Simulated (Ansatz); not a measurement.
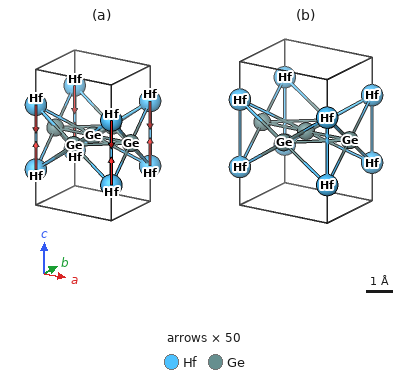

The structure of solid Hf2Ge3 (a generated structure, set up in P6/mmm) (coarse preliminary run) before (left) and after (right) a relaxation, at one scale. The red arrows give the displacements (the part carried along by the change of the cell is left out), 50 times their true length.

The picture is a ball-and-stick view of the cell of the calculation, seen slightly off an axis.

Level of theory: DFT PBE, scalar-relativistic, plane waves, PAW in Ansatz 0.2.0.

Input
```yaml
crystal:
  lattice:
    - [4.54954534, 0.0, 0.0]
    - [-2.27477267, 3.94002184, 0.0]
    - [0.0, 0.0, 5.39888357]
  atoms:
    - { symbol: Hf, position: [0.0, 0.0, 0.73887078] }
    - { symbol: Hf, position: [0.0, 0.0, 0.26112922] }
    - { symbol: Ge, position: [0.5, 0.0, 0.5] }
    - { symbol: Ge, position: [0.0, 0.5, 0.5] }
    - { symbol: Ge, position: [0.5, 0.5, 0.5] }
basis:
  ecutwfc: 420
kpoints:
  mp_grid: { grid: [6, 6, 4] }
hamiltonian:
  xc: pbe
scf:
  occupations: { method: gaussian, width: 0.1 }
  lower_state_search: "off"
output:
  forces: true
  stress: true
  eigenvalues: true
relax:
  adjacent_minimum: "off"
  f_tol: 0.04
  max_steps: 70
  cell: { stress_tol: 0.4 }
```

Command:
```bash
ansatz run input.yaml --threads 1 --pin off --max-ram 2560MiB --backend cpu --events-out ev --progress --plain --runs-dir out
```

Question: Summarise the run.

Answer: The energy falls by 865 meV per atom in 6 accepted moves (8 points after the start). Largest force component: 3.6 eV/Å at the start, 0.019 eV/Å at the end. Pressure: 44.85 GPa at the start and −0.16 GPa at the end. At 2 points the geometry stayed and the basis and grid were re-selected for the new cell (energy shift of 17.4 meV per atom at most each time). The largest moves relative to the cell, 0.023 Å, are those of Hf1 and Hf2. Hf2 goes along +c. Ge stays in place. The volume changes by +41.7 %, with a = b 4.550 → 5.266 Å (+15.7 %), c 5.399 → 5.711 Å (+5.8 %). Some distances before and after: Ge3–Ge4 2.275 → 2.633 Å, Hf1–Ge3 2.615 → 2.955 Å, Hf1–Hf2 2.820 → 3.029 Å, Hf1–Hf2 (another image) 2.579 → 2.682 Å. The space group stays P6/mmm (No. 191). The run took 110 s on 1 thread of Intel(R) Xeon(R) Processor @ 2.70GHz (shared host), peak memory 0.51 GiB.
